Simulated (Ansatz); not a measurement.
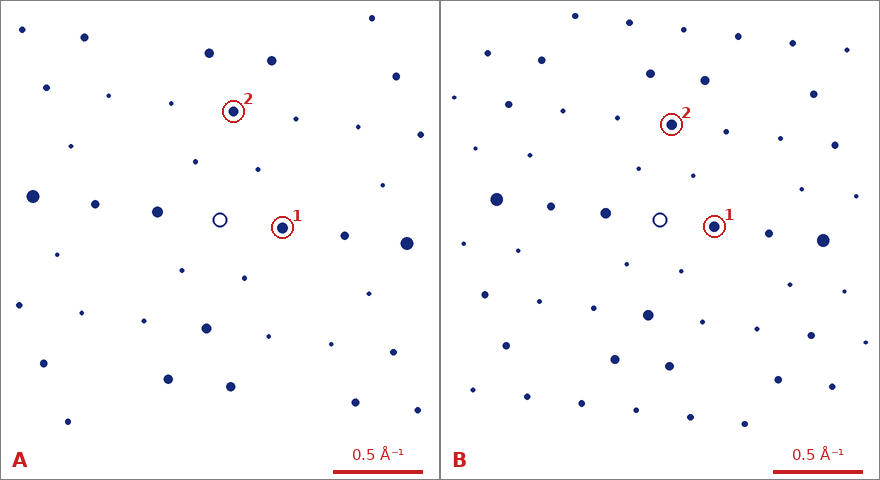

Kinematic electron diffraction patterns (200 kV, B = 0.5 Å², same scale) along [101] of the run's own cell, for the start and the end of one relaxation of NaTi3Bi2 with Ansatz, DFT PBE, scalar-relativistic, plane waves, PAW. k mesh 12×12×2. The start is a generated model structure, and the relaxation ends in the nearest stationary point of its symmetry, not necessarily the ground state. Spot 1 is 0 -1 0 and spot 2 is 2 -1 -2 in both.

Start structure:

```
CELL_PARAMETERS angstrom
3.73791 0.00000 0.00000
-1.86896 3.23713 0.00000
0.00000 0.00000 25.51401
ATOMIC_POSITIONS crystal
Na 0.00000 0.00000 0.25000
Na 0.00000 0.00000 0.75000
Ti 0.00000 0.00000 0.50000
Ti 0.00000 0.00000 0.00000
Ti 0.33333 0.66667 0.35558
Ti 0.66667 0.33333 0.85558
Ti 0.66667 0.33333 0.64442
Ti 0.33333 0.66667 0.14442
Bi 0.33333 0.66667 0.92658
Bi 0.66667 0.33333 0.42658
Bi 0.66667 0.33333 0.07342
Bi 0.33333 0.66667 0.57342
```

Which pattern belongs to the start structure, and which to the relaxed one?

Answer. B is the start: its cell gives d(1) = 3.237 Å, d(2) = 1.849 Å and an angle of 90.0°. A is the relaxed structure, with d(1) = 2.823 Å (-12.8 %), d(2) = 1.621 Å (-12.4 %) and 90.0°.

Summarise the relaxation behind the change.

Answer. The volume changed by -9.3 % to 23.34 Å³ an atom; with the mean shift removed, the atoms moved by up to 0.33 Å relative to the cell (Ti most); the space group stayed P6_3/mmc (No. 194); the free energy fell by 59 meV an atom. Relaxed cell: a = 3.260 Å, b = 3.260 Å, c = 30.433 Å, α = 90.00°, β = 90.00°, γ = 120.00°.
